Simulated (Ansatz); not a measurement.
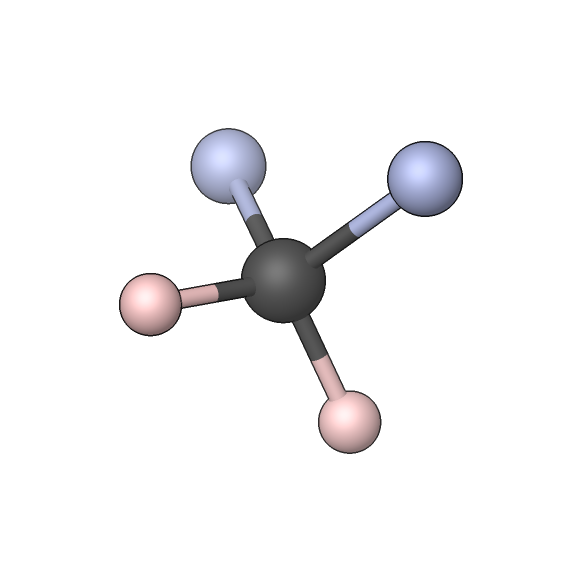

A ball-and-stick model of a molecule. Colours: fluorine light blue, carbon dark grey, hydrogen pink.

Identify the structure.

The molecule is CH2F2. The point group is C2v. Coordination: 1 C tetrahedral.

The parts below concern this one geometry. Atoms keep their numbers from picture to picture. The computed structure is the end point of a PBE0-D4/def2-TZVP optimisation. No frequency run is at hand to confirm it as a minimum.

## Dipole moment

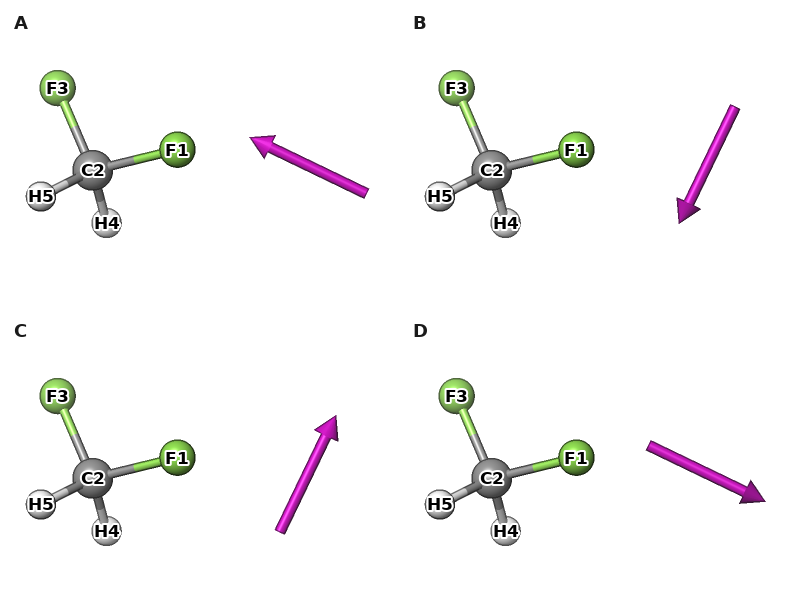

The same molecule four times, each with an arrow. No frequency run is at hand to confirm it as a minimum. Level of theory: RKS PBE0-D4/def2-TZVP (Ansatz 0.2.0).

**Which arrow points along the dipole moment, from the negative to the positive end?**

B. The dipole moment is 1.86 D; it points from the side of F1, F3 to the side of H4, H5 (the outermost atoms at the two ends).

## Electronic properties

No frequency run is at hand to confirm it as a minimum. Method: RKS PBE0-D4/def2-TZVPPD (Ansatz 0.2.0).

What does the calculation give?

- HOMO energy (Kohn–Sham orbital): −9.95 eV
- LUMO energy (Kohn–Sham orbital): 0.47 eV
- HOMO–LUMO gap: 10.42 eV

## Charges

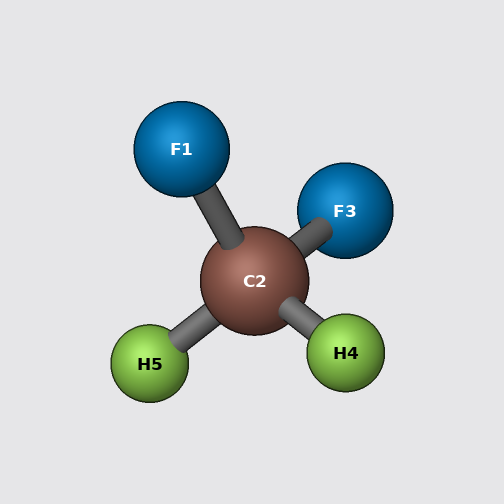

The questions are on Mulliken charges. No frequency run is at hand to confirm it as a minimum. Method: RKS PBE0-D4/def2-TZVP (Ansatz 0.2.0).

List the Mulliken charges.

| atom | value (e) |
| --- | --- |
| F1 | −0.20 |
| C2 | 0.19 |
| F3 | −0.20 |
| H4 | 0.10 |
| H5 | 0.10 |

Mulliken values depend strongly on the basis set and can even reverse the polarity of a bond.
